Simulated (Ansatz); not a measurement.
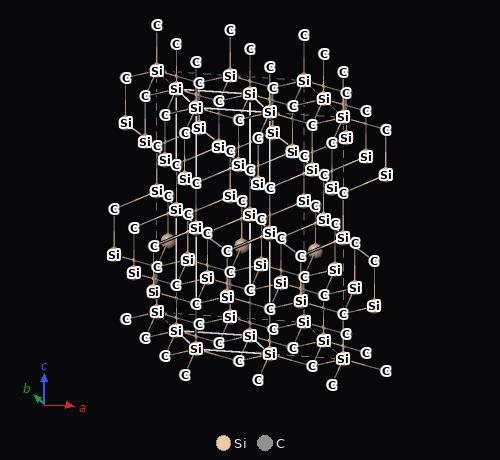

The compound is SiC (space group P6_3mc, No. 186), taken as coordinates from a relaxation with Ansatz 0.2.0, DFT, PBE, plane waves, PAW; the starting structure was generated, so it need not be a known form of this composition.

Bonds are taken as C–Si below 2.1 Å; no other contact counts. Simplification: prune 0- and 1-connected atoms, fold 2-connected ones into links.

> What kind of net remains, and which atoms are its nodes?

A binodal (4,4)-connected, three-periodic net: Si(2b) and C(2b) are 4-connected nodes; Si(2a) and C(2a) are 4-connected nodes, in the ratio 1:1.

> Is the net interpenetrated?

It is a single net, without interpenetration.

> Give the point symbol of each node (shortest cycle at each angle).

Si(2b) and C(2b): 6^6; Si(2a) and C(2a): 6^6.

> Give the first five terms of the coordination sequence (nodes one, two, three … edges away).

Si(2b) and C(2b): 4, 12, 24, 42, 66; Si(2a) and C(2a): 4, 12, 25, 44, 67.

The simplified net, drawn on the atoms' positions. Nodes are coloured by topological kind. Short stubs are edges that leave the cut-out.

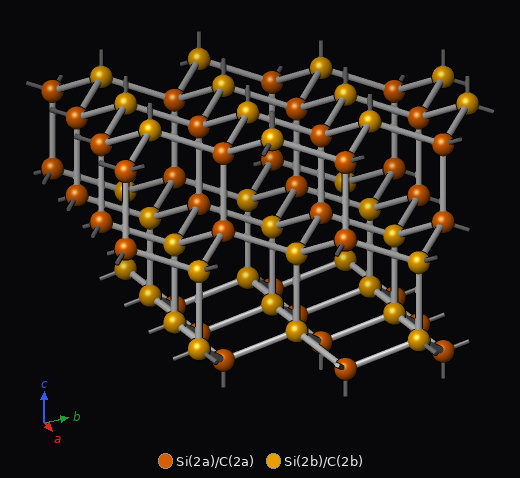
